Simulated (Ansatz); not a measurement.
**Computed frozen-phonon scan: TaN (rock salt)**

TaN (rock salt)

```yaml
crystal:
  lattice:
    - [0.00000, 4.41610, 4.41610]
    - [2.20805, 0.00000, 2.20805]
    - [2.20805, 2.20805, 0.00000]
  atoms:
    - { symbol: N, position: [0.00000, 0.00000, 0.00000] }
    - { symbol: N, position: [0.50000, 0.00000, 0.00000] }
    - { symbol: Ta, position: [0.25000, 0.50000, 0.50000] }
    - { symbol: Ta, position: [0.75000, 0.50000, 0.50000] }
```

A phonon eigenvector at L = (0.5, 0.0, 0.0) is frozen into this cell: atom i moves by Q times the vector below, so Q is the largest atomic displacement, in Å. The cell is held. (q is in reciprocal vectors of the primitive cell; the cell shown is doubled to hold the pattern.)

| atom | x | y | z |
|---|---|---|---|
| N1 | 0.577 | -0.577 | -0.577 |
| N2 | -0.577 | 0.577 | 0.577 |

Atoms not listed stay in place.

Method: PBE (plane waves to 420 eV, PAW, scalar-relativistic; Ansatz, a program for electronic structure). k mesh 9×18×18 (Γ-centred), Fermi-Dirac smearing 0.05 eV. E stands for the smeared free energy. Compression counts positive. With partly filled bands, energies and forces of such displacements shift with the k mesh and the smearing. Spin-orbit coupling is left out, though Ta is heavy. TaN is run without spin polarisation. TaN was relaxed with its symmetry unable to fall. The PAW data are Ansatz's earlier set. This is a high-temperature form of TaN. The zero of ΔE is the undisplaced structure.

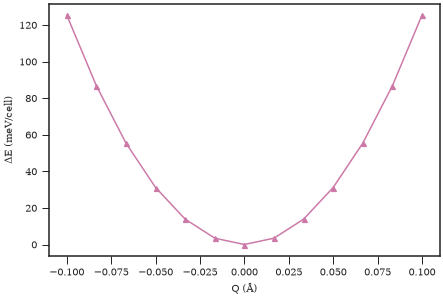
Fig. 1. ΔE (meV/cell) against Q (Å); markers are the computed points, lines only join them.

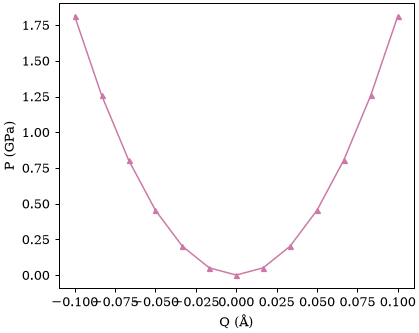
Figure. P (GPa) against Q (Å); one marker a computed point.

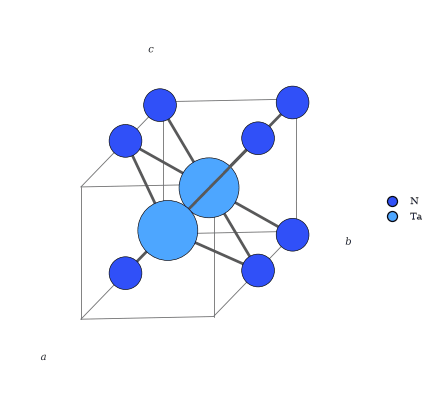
The cell of the calculation at Q = -0.100 Å.

The energy at Q = 0.100 Å is 125 meV/cell. Wavenumber by perturbation theory (DFPT, on another k mesh): 492 cm⁻¹. Shape of the curve: a single well with its minimum at or next to zero displacement. Symmetry of the curve: even: the same for both signs. Harmonic wavenumber from the curvature (finite differences): 492 cm⁻¹.

E″ = 24.94 eV/Å², M = Σ mᵢ|uᵢ|² = 28.0 u, ν̃ = 521.5·√(|E″|/M).

(For displaced atoms, the force is minus the slope of the energy, and its curvature is a force constant, which sets phonon frequencies.)
